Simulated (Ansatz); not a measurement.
## Geometry relaxation, with input and output: BH4SCl

- system: BH4SCl
- method: RKS B3LYP/def2-SVP (Ansatz 0.2.0)

The input holds or restrains some coordinates. It belongs to a series of runs on one base structure; here: pulled along the bonds that form and break, towards end A. Figures and captions count atoms from 1; the log counts them from 0 in places.

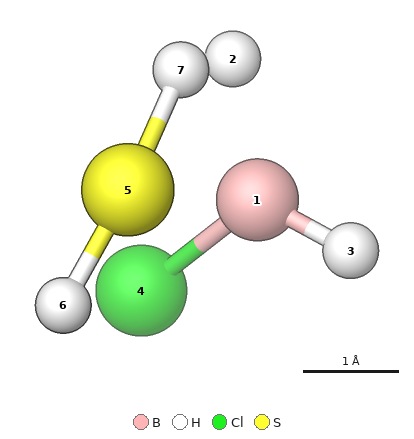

**Figure 1.** The input geometry (ball-and-stick view, seen at a tilt; atoms are numbered from 1 in the order of the input). Bond lengths as drawn: B–Cl 1.86 Å, B–H 1.19 Å and H–S 1.40 to 1.55 Å.

### Input file
```yaml
crystal:
  periodic: [false, false, false]
  atoms:
    - { symbol: B, position_ang: [0.0, 0.0, 0.0] }
    - { symbol: H, position_ang: [0.0, 0.0, 1.54] }
    - { symbol: H, position_ang: [1.0305, 0.0, -0.595] }
    - { symbol: Cl, position_ang: [-1.6108, 0.0, -0.93] }
    - { symbol: S, position_ang: [-0.2805, -2.0593, 0.6906] }
    - { symbol: H, position_ang: [-0.8397, -2.8254, -0.3392] }
    - { symbol: H, position_ang: [-0.1181, -0.8671, 1.6662] }
basis:
  gaussian: { orbitals: def2-SVP }
hamiltonian:
  xc: b3lyp
relax:
  f_tol: 0.15
  max_steps: 25
  restrain:
    - { distance: [0, 4], at: 3.09, k: 30.0 }
    - { distance: [6, 1], at: 1.86, k: 30.0 }
    - { distance: [0, 1], at: 1.19, k: 30.0 }
    - { distance: [6, 4], at: 1.4, k: 30.0 }
output:
  orbitals: {}
```

Hardware: 1 thread of Arm Neoverse V1, 24 GiB of memory available, shared host.

Launched with:
```bash
ansatz run input.yaml --threads 1 --pin off --max-ram 2048MiB --backend cpu --events-out ev --progress --plain --runs-dir out
```

### Output
```
The last accepted step is kept in [file] (removed where the run ends without a failure and the disk answers)
Engine: ansatz 0.2.0, aarch64-unknown-linux-gnu
Functional definition: B3LYP
  parameter a0 = 0.2
  parameter ax = 0.72
  parameter ac = 0.81
  exchange = (1 - a0 - ax)*slater_x + ax*b88_x + a0*exact_x
  correlation = (1 - ac)*vwn_rpa_c + ac*lyp_c
734 factors; integrals over basis functions are off by at most 3.9e-4 eV
mean field evaluation 1: about -24089.0989 eV, gradient 1.4e1 eV
mean field evaluation 2: about -24089.3283 eV, gradient 1.1e1 eV
mean field evaluation 4: about -24089.6738 eV, gradient 7.2e-1 eV
mean field evaluation 8: about -24089.7017 eV, gradient 4.4e-2 eV
mean field -24089.70169569 eV, -885.2802087303 hartree, gradient 1.6e-5 eV, S^2 0.000000; 0 other end points of the search recorded, 0 dependent functions left out
the calculation of the forces begins
reference -24089.70190603 eV, -885.2802164601 hartree; 21, 21 occupied and 49, 49 virtual orbitals, 734 factors
relax step   1: F+E_penalty+E_count = -24089.70169569 eV  Δ(F+E_penalty+E_count) = +0.000e0 eV  max|allowed force component| = 4.060e0 eV/Å  E_restraint = 28.60328076 eV  max|allowed force component, restraints' pulls added| = 3.149e1 eV/Å  Δτ_max = 0.0000 Å  (26 SCF iters, accepted)
  distance B 0 - S 4 = 2.1901 Å
  distance H 6 - H 1 = 0.8842 Å
  distance B 0 - H 1 = 1.5400 Å
  distance H 6 - S 4 = 1.5490 Å
these checks for a lower state are left out or cut short: starts, cluster_reference, orbital_swaps, neighbouring_geometries, increment
735 factors; integrals over basis functions are off by at most 1.2e-3 eV
mean field evaluation 16: about -24088.8194 eV, gradient 1.1e1 eV
mean field -24089.94958707 eV, -885.2893185705 hartree, gradient 1.5e-5 eV, S^2 0.000000; 0 other end points of the search recorded, 0 dependent functions left out
[... from here on the field's lines of each further geometry are left out, up to the last ...]
relax step   2: F+E_penalty+E_count = -24089.94958707 eV  Δ(F+E_penalty+E_count) = -2.479e-1 eV  max|allowed force component| = 2.590e0 eV/Å  E_restraint = 13.19643764 eV  max|allowed force component, restraints' pulls added| = 2.127e1 eV/Å  Δτ_max = 0.1900 Å  (33 SCF iters, accepted)
relax step   3: F+E_penalty+E_count = -24090.98772794 eV  Δ(F+E_penalty+E_count) = -1.038e0 eV  max|allowed force component| = 2.287e0 eV/Å  E_restraint = 3.10154079 eV  max|allowed force component, restraints' pulls added| = 1.048e1 eV/Å  Δτ_max = 0.1949 Å  (32 SCF iters, accepted)
relax step   4: F+E_penalty+E_count = -24092.02103481 eV  Δ(F+E_penalty+E_count) = -1.033e0 eV  max|allowed force component| = 1.681e0 eV/Å  E_restraint = 0.18721560 eV  max|allowed force component, restraints' pulls added| = 3.439e0 eV/Å  Δτ_max = 0.1947 Å  (27 SCF iters, accepted)
relax step   5: F+E_penalty+E_count = -24092.80973090 eV  Δ(F+E_penalty+E_count) = -7.887e-1 eV  max|allowed force component| = 1.545e0 eV/Å  E_restraint = 0.02477602 eV  max|allowed force component, restraints' pulls added| = 1.797e0 eV/Å  Δτ_max = 0.1947 Å  (27 SCF iters, accepted)
relax step   6: F+E_penalty+E_count = -24092.96216712 eV  Δ(F+E_penalty+E_count) = -1.524e-1 eV  max|allowed force component| = 1.086e0 eV/Å  E_restraint = 0.00510654 eV  max|allowed force component, restraints' pulls added| = 7.419e-1 eV/Å  Δτ_max = 0.1999 Å  (26 SCF iters, accepted)
relax step   7: F+E_penalty+E_count = -24093.02401738 eV  Δ(F+E_penalty+E_count) = -6.185e-2 eV  max|allowed force component| = 7.947e-1 eV/Å  E_restraint = 0.00681803 eV  max|allowed force component, restraints' pulls added| = 2.962e-1 eV/Å  Δτ_max = 0.2000 Å  (28 SCF iters, accepted)
relax step   8: F+E_penalty+E_count = -24093.05150686 eV  Δ(F+E_penalty+E_count) = -2.749e-2 eV  max|allowed force component| = 7.494e-1 eV/Å  E_restraint = 0.00815097 eV  max|allowed force component, restraints' pulls added| = 1.299e-1 eV/Å  Δτ_max = 0.1669 Å  (27 SCF iters, accepted)
relax step   9: F+E_penalty+E_count = -24093.02665103 eV  Δ(F+E_penalty+E_count) = +2.486e-2 eV  max|allowed force component| = 1.085e0 eV/Å  E_restraint = 0.00848049 eV  max|allowed force component, restraints' pulls added| = 1.038e0 eV/Å  Δτ_max = 0.1950 Å  (27 SCF iters, rejected (line search))
relax step  10: F+E_penalty+E_count = -24093.05838960 eV  Δ(F+E_penalty+E_count) = -6.883e-3 eV  max|allowed force component| = 7.527e-1 eV/Å  E_restraint = 0.00793870 eV  max|allowed force component, restraints' pulls added| = 1.986e-1 eV/Å  Δτ_max = 0.0936 Å  (28 SCF iters, accepted)
the calculation of the forces begins
reference -24093.06488052 eV, -885.4038034930 hartree; 21, 21 occupied and 49, 49 virtual orbitals, 734 factors
relax step  11: F+E_penalty+E_count = -24093.06466429 eV  Δ(F+E_penalty+E_count) = -6.275e-3 eV  max|allowed force component| = 7.566e-1 eV/Å  E_restraint = 0.00716712 eV  max|allowed force component, restraints' pulls added| = 2.759e-2 eV/Å  Δτ_max = 0.0999 Å  (27 SCF iters, accepted)
  distance B 0 - S 4 = 3.0891 Å
  distance H 6 - H 1 = 1.8692 Å
  distance B 0 - H 1 = 1.1956 Å
  distance H 6 - S 4 = 1.3810 Å
734 factors; integrals over basis functions are off by at most 1.1e-3 eV
mean field evaluation 96: about -24093.0647 eV, gradient 2.2e-2 eV
```

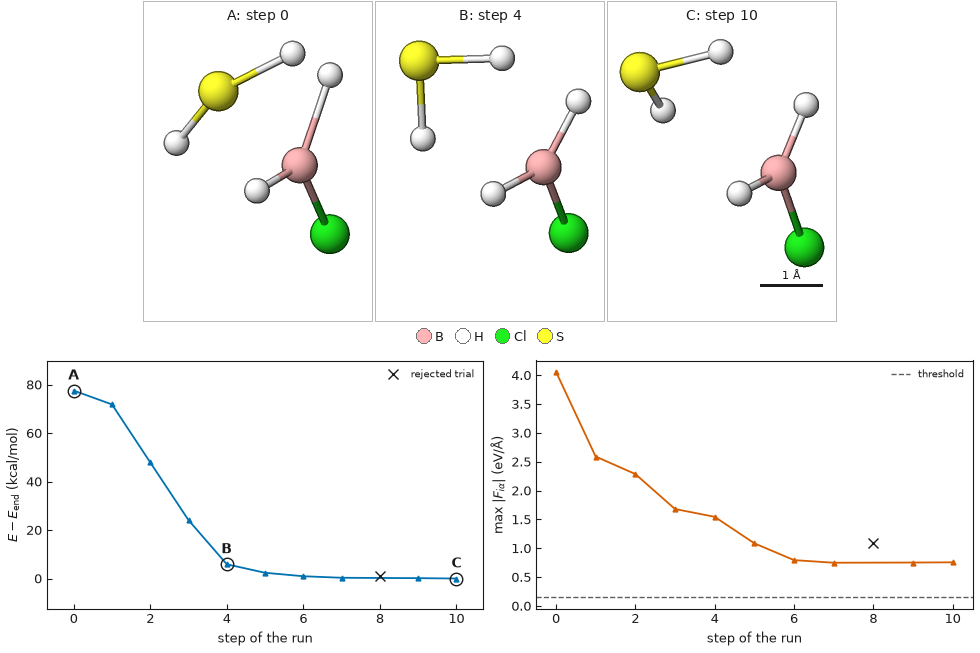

**Figure 2.** Frames of the restrained relaxation (ball-and-stick view, seen at a tilt) above the curves, on which the letters mark them (the first geometry is step 0 here and step 1 in the log).

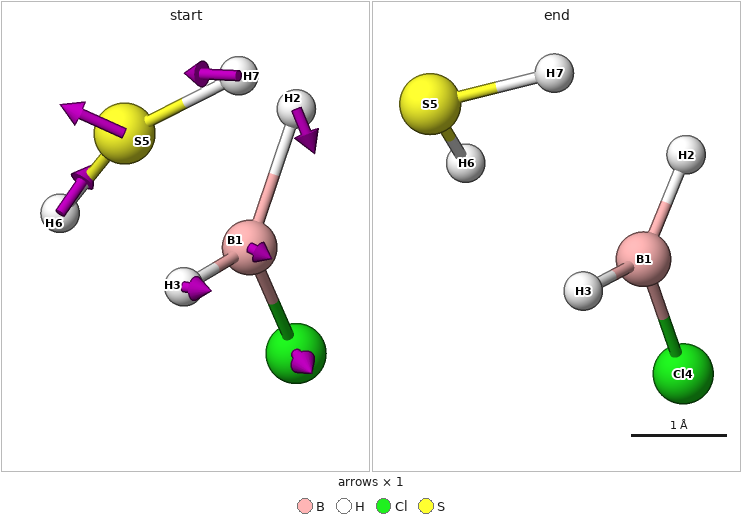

**Figure 3.** Before (left) and after (right) the restrained relaxation, at one scale (ball-and-stick view, seen at a tilt). The pink arrows give the displacements, at true length. The largest move after the best rigid fit is that of S5, 0.76 Å. Largest moves by element: S 0.76 Å, H 0.72 Å, Cl 0.42 Å, B 0.30 Å. Distances before and after: B1–H2 1.540 → 1.196 Å, S5–H7 1.549 → 1.381 Å, B1–Cl4 1.860 → 1.757 Å, S5–H6 1.400 → 1.354 Å. New bonds form: B1–H2 (1.54 → 1.20 Å). Among the angles that change: H6–S5–H7 157.9° → 92.0°, H2–B1–H3 120.0° → 123.2°, H2–B1–Cl4 120.0° → 117.6°. Over 10 geometry steps the energy falls by 77.6 kcal/mol. The largest force component goes from 4.1 to 0.76 eV/Å. The line search rejected the trial step at point 8 (counted from 0) and went back. (Atoms are counted from 1 in the order of the input.)

```
mean field -24093.06466429 eV, -885.4037955469 hartree, gradient 7.6e-6 eV, S^2 0.000000; 1 other end points of the search recorded, 0 dependent functions left out
the calculation of the forces begins
reference -24093.06488052 eV, -885.4038034930 hartree; 21, 21 occupied and 49, 49 virtual orbitals, 734 factors
Total energy: -24093.06488052 eV, -885.4038034930 hartree
Atom 0 at     0.000318     0.281763    -0.045773 Å, force     0.001141    -0.023482    -0.172119 eV/Å
Atom 1 at    -0.190105     0.280142     1.134601 Å, force    -0.027292     0.257083     0.104644 eV/Å
Atom 2 at     1.094334     0.316753    -0.534147 Å, force    -0.004355    -0.000411     0.003658 eV/Å
Atom 3 at    -1.404050     0.377361    -1.097482 Å, force     0.026946     0.016199     0.007684 eV/Å
Atom 4 at     0.079934    -2.691500     0.788537 Å, force    -0.154280     0.508166     0.290747 eV/Å
Atom 5 at    -1.173208    -2.764770     0.281209 Å, force     0.025777    -0.000972     0.024614 eV/Å
Atom 6 at    -0.225823    -1.551549     1.505657 Å, force     0.132061    -0.756583    -0.259228 eV/Å
Dipole moment:    -0.121549    -0.029611     0.131500 e Å
```

### Trajectory as extended XYZ (Å, eV, eV/Å), 11 frames, from step=1 to step=11
```
7
Properties=species:S:1:pos:R:3:forces:R:3 step=1 energy=-24089.70170
B     0.0000    0.0000    0.0000   -1.9906  -4.0600  -0.1056
H     0.0000    0.0000    1.5400    0.4264   2.2095  -0.5318
H     1.0305    0.0000   -0.5950    0.3700   0.9860   0.4346
Cl   -1.6108    0.0000   -0.9300    0.9089   1.6151   0.7474
S    -0.2805   -2.0593    0.6906    1.2879  -2.0822  -1.6496
H    -0.8397   -2.8254   -0.3392   -0.0725   0.6682   0.8600
H    -0.1181   -0.8671    1.6662   -0.9301   0.6634   0.2450
7
Properties=species:S:1:pos:R:3:forces:R:3 step=2 energy=-24089.94959
B     0.0036    0.1166    0.0127   -1.1794  -2.1597   1.3301
H     0.0234    0.1640    1.4469   -0.0209   1.1791  -1.9900
H     1.0334    0.0119   -0.5898    0.0690   0.5652   0.2216
Cl   -1.6017    0.0173   -0.9220    1.1162   1.0730   0.9313
S    -0.2837   -2.2119    0.7524    2.5903  -1.8614   0.7833
H    -0.8448   -2.8279   -0.3387   -0.9004   1.1874   0.4642
H    -0.1488   -1.0219    1.6710   -1.6748   0.0164  -1.7407
7
Properties=species:S:1:pos:R:3:forces:R:3 step=3 energy=-24090.98773
B     0.0131    0.2615    0.0411   -0.6559  -1.8015   0.1655
H     0.0401    0.3120    1.3212   -0.2536   1.0815  -1.5345
H     1.0299    0.0142   -0.5877   -0.3678   0.7007   0.2347
Cl   -1.5823    0.0252   -0.9053    1.2998   0.9904   0.9708
S    -0.2500   -2.3723    0.8325    2.2870  -2.1817   1.6344
H    -0.8639   -2.8008   -0.3310   -0.7036   1.8760   0.5991
H    -0.2055   -1.1915    1.6618   -1.6059  -0.6655  -2.0701
7
Properties=species:S:1:pos:R:3:forces:R:3 step=4 energy=-24092.02104
B     0.0252    0.3215    0.0331   -1.0723  -1.6807  -0.7757
H     0.0451    0.4133    1.2327   -0.2781   0.8317  -0.1494
H     1.0096    0.0379   -0.5828    0.1413   0.5726  -0.1389
Cl   -1.5572    0.0519   -0.8891    1.2074   0.8715   0.8439
S    -0.1949   -2.5367    0.9210    0.8721  -1.2810   0.4260
H    -0.8780   -2.7287   -0.3059    0.1213   1.5037   1.4271
H    -0.2684   -1.3109    1.6236   -0.9917  -0.8178  -1.6330
7
Properties=species:S:1:pos:R:3:forces:R:3 step=5 energy=-24092.80973
B     0.0113    0.2264    0.0297   -0.0834  -0.1529  -0.7896
H     0.0101    0.4581    1.2208   -0.1625   0.1476  -0.3446
H     1.0443    0.0960   -0.6214   -0.5848   0.1312   0.3876
Cl   -1.5516    0.1432   -0.8826    0.8726   0.2119   0.5984
S    -0.1137   -2.6938    1.0025   -0.5901   1.0148  -0.5061
H    -0.8706   -2.6147   -0.1887    0.6032   0.1926   1.3164
H    -0.3484   -1.3671    1.4724   -0.0550  -1.5453  -0.6622
7
Properties=species:S:1:pos:R:3:forces:R:3 step=6 energy=-24092.96217
B    -0.0083    0.2171    0.0027   -0.3111   0.1125  -0.5033
H    -0.0245    0.4092    1.1910   -0.0665   0.1863  -0.1241
H     1.0105    0.0239   -0.6180   -0.2611   0.0802   0.0983
Cl   -1.5589    0.3426   -0.8966    0.7419  -0.0631   0.4332
S    -0.0405   -2.6956    1.0262   -0.2167   0.7486   0.1010
H    -0.7945   -2.6408   -0.1037    0.0115   0.0218   0.2311
H    -0.4024   -1.4081    1.4310    0.1020  -1.0862  -0.2363
7
Properties=species:S:1:pos:R:3:forces:R:3 step=7 energy=-24093.02402
B     0.0128    0.2452   -0.0130   -0.1903   0.0024  -0.3081
H    -0.0565    0.3585    1.1764   -0.0102   0.2497   0.0465
H     1.0473    0.1552   -0.6112   -0.0273   0.0432   0.0089
Cl   -1.5008    0.3178   -0.9340    0.2963   0.0052   0.1644
S     0.0294   -2.6872    0.9656   -0.3700   0.6195   0.0184
H    -0.9457   -2.6814    0.0206    0.0915  -0.1253   0.0984
H    -0.4051   -1.4598    1.4282    0.2100  -0.7947  -0.0285
7
Properties=species:S:1:pos:R:3:forces:R:3 step=8 energy=-24093.05151
B     0.0205    0.2544   -0.0438   -0.0763   0.1536  -0.1714
H    -0.0994    0.2888    1.1451    0.0012   0.2252   0.0834
H     1.0763    0.3038   -0.6052    0.0428  -0.0677   0.0038
Cl   -1.4493    0.3353   -1.0111    0.0653  -0.0356   0.0332
S     0.0483   -2.6896    0.8978   -0.1610   0.4867   0.1972
H    -1.0658   -2.7198    0.1300   -0.0040  -0.0129   0.0510
H    -0.3493   -1.5248    1.5199    0.1320  -0.7494  -0.1972
7
Properties=species:S:1:pos:R:3:forces:R:3 step=9 energy=-24093.02665 accepted=F
B     0.0326    0.3074   -0.0483    0.0171  -0.2579  -0.1201
H    -0.1391    0.2624    1.1387    0.0452   0.3748  -0.0189
H     1.1112    0.4018   -0.5737   -0.0883   0.0477   0.1005
Cl   -1.3973    0.2779   -1.0693   -0.0121   0.1230  -0.0304
S     0.0750   -2.6749    0.7839   -1.0848   0.6575   0.1914
H    -1.2084   -2.7602    0.2568    0.8278   0.0150   0.2956
H    -0.2926   -1.5663    1.5444    0.2952  -0.9601  -0.4180
7
Properties=species:S:1:pos:R:3:forces:R:3 step=10 energy=-24093.05839
B     0.0178    0.2741   -0.0421   -0.0326   0.0164  -0.1908
H    -0.1298    0.2900    1.1443    0.0037   0.2579   0.0887
H     1.0874    0.3162   -0.5808    0.0105  -0.0189   0.0309
Cl   -1.4284    0.3438   -1.0411    0.0303   0.0086   0.0136
S     0.0701   -2.6854    0.8486   -0.3635   0.5039   0.1571
H    -1.1220   -2.7552    0.1960    0.1800  -0.0152   0.1089
H    -0.3138   -1.5353    1.5078    0.1716  -0.7527  -0.2086
7
Properties=species:S:1:pos:R:3:forces:R:3 step=11 energy=-24093.06466
B     0.0003    0.2818   -0.0458    0.0011  -0.0235  -0.1721
H    -0.1901    0.2801    1.1346   -0.0273   0.2571   0.1046
H     1.0943    0.3168   -0.5341   -0.0044  -0.0004   0.0037
Cl   -1.4041    0.3774   -1.0975    0.0269   0.0162   0.0077
S     0.0799   -2.6915    0.7885   -0.1543   0.5082   0.2907
H    -1.1732   -2.7648    0.2812    0.0258  -0.0010   0.0246
H    -0.2258   -1.5515    1.5057    0.1321  -0.7566  -0.2592
```

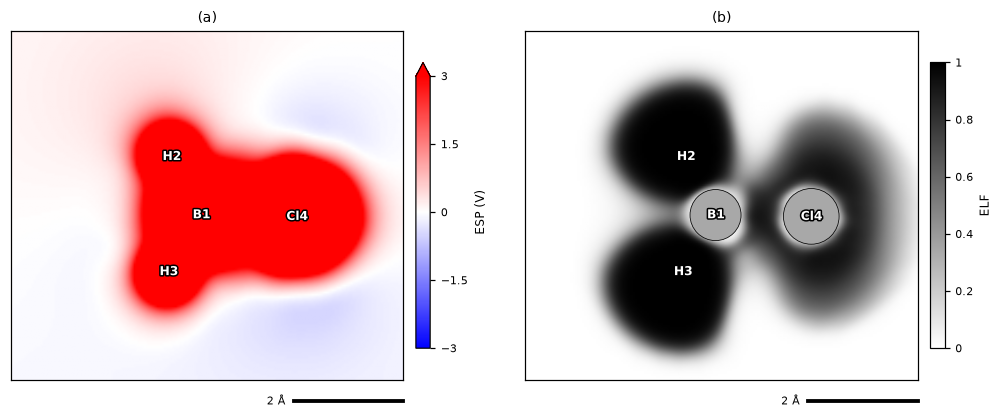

**Figure 4.** (a) electrostatic potential; (b) ELF on the plane of atoms H2, B1 and H3. Grey discs, where drawn, cover atomic cores. Atoms in the plane: B, H and Cl. B–H (1.20 Å): the ELF climbs to about 1 towards the hydrogen, as it does in any bond to H; a covalent bond by its length.

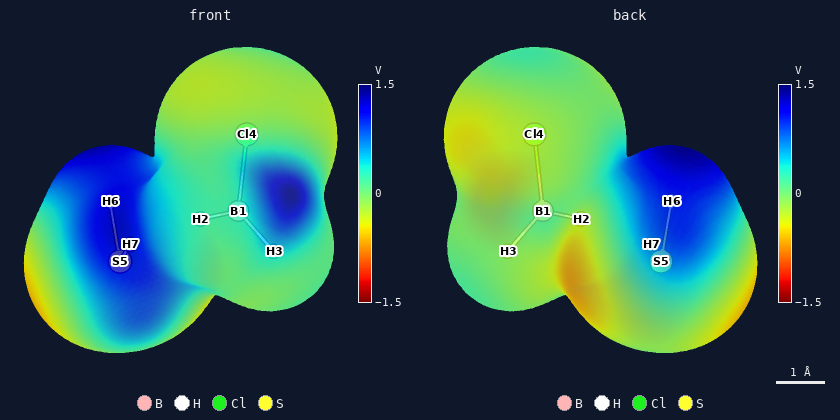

**Figure 5.** The molecular electrostatic potential painted on the density surface at 0.002 e/bohr³, seen at a tilt and from behind; the colour scale runs from red (negative) to blue (positive).

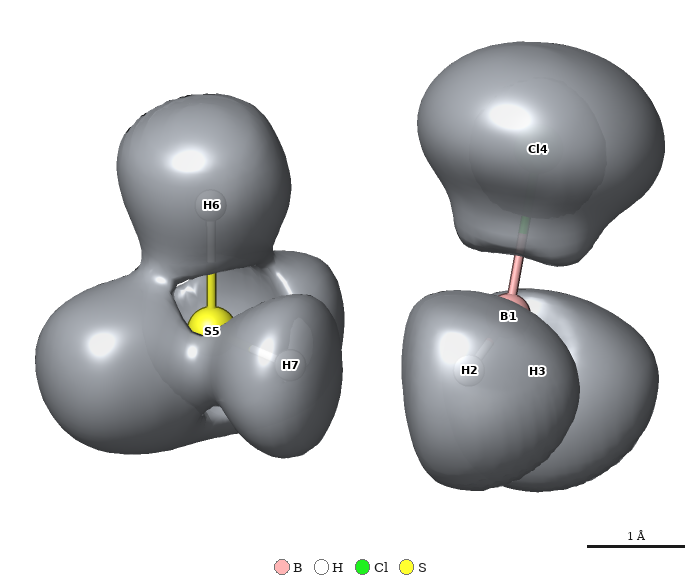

**Figure 6.** Isosurface of the ELF at 0.75 (grey), seen face on. Only the valence region is drawn (cores and ρ < 0.01 e/Å³ removed). Profiles from the grid: B1···S5 (3.09 Å): the ELF is only about 0.15 between them. B–Cl (1.76 Å): the ELF peaks at about 0.90 between the atoms, which marks a polar covalent bond.

### Key numbers

- outcome: converged under the restraints of the input
- total energy: −24093.0649 eV
- mean-field energy: −24093.0649 eV
- largest force (length of the vector) at the end, held atoms and coordinates included: 0.811 eV/Å
- wall time: 27 s
- peak memory: 0.14 GiB
